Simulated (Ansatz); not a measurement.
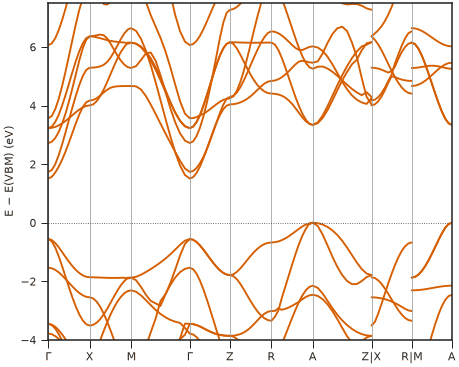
Figure: Band structure from the program Ansatz at the PBEsol level (PAW)

### Question
Read off the gap and where the band edges lie.

### Answer
About 1.5 eV (1.51 eV by a search for the band edges); maximum at A, minimum at Γ.

### Question
Which compound is it?
A. YSiNO2, P4/mmm (Y on 1b, Si on 1c, N on 1d, O on 2f)
B. Pb2SeS, P4/mmm (Pb on 1a, Pb on 1d, Se on 1c, S on 1b)
C. SnO2, rutile
D. FeBiO3, P4mm (Fe on 1a, Bi on 1b, O on 1a, O on 2c)

### Answer
A, YSiNO2, P4/mmm (Y on 1b, Si on 1c, N on 1d, O on 2f)

The start of the workflow was typed in or built on a structure type; neither database checked (COD, Materials Project) lists it. COD files the formula under space group No. 15, 63. Whether it is the stable phase at ambient conditions was not checked. The cell was relaxed with PBEsol under the symmetry of its start. At this level the phase is dynamically unstable (imaginary phonons). No spin polarisation was allowed. Scalar-relativistic: spin–orbit coupling is off unless named, which matters more the heavier the elements.

Potentials: the later of the program's two PAW sets.
